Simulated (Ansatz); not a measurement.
Three curves of one kind of scan: energy against volume (even scaling of the relaxed cell, symmetry kept). All values below come from PBE (plane waves to 420 eV, PAW, scalar-relativistic; Ansatz, a program for electronic structure). Each is measured from its own zero (the relaxed starting cell). 

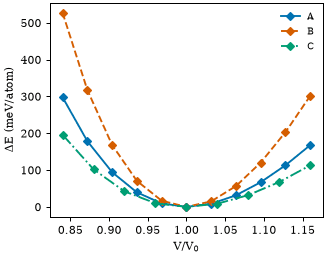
Figure: Curves A, B and C.

Q: Which curve belongs to the crystal with a fitted bulk modulus of 303 GPa and a relaxed volume of 16.13 Å³/atom?

A: Curve B, W (bcc, W type): near the minimum ΔE ≈ ½·B₀·V₀·(V/V₀ − 1)², with B₀·V₀ = 30 eV/atom.

All were relaxed with their symmetry unable to fall. Spin-orbit coupling is left out. VN is run without spin polarisation. W is run without spin polarisation.

(A scan under strain: stresses follow from slopes of the energy per volume, elastic moduli from its curvatures.)
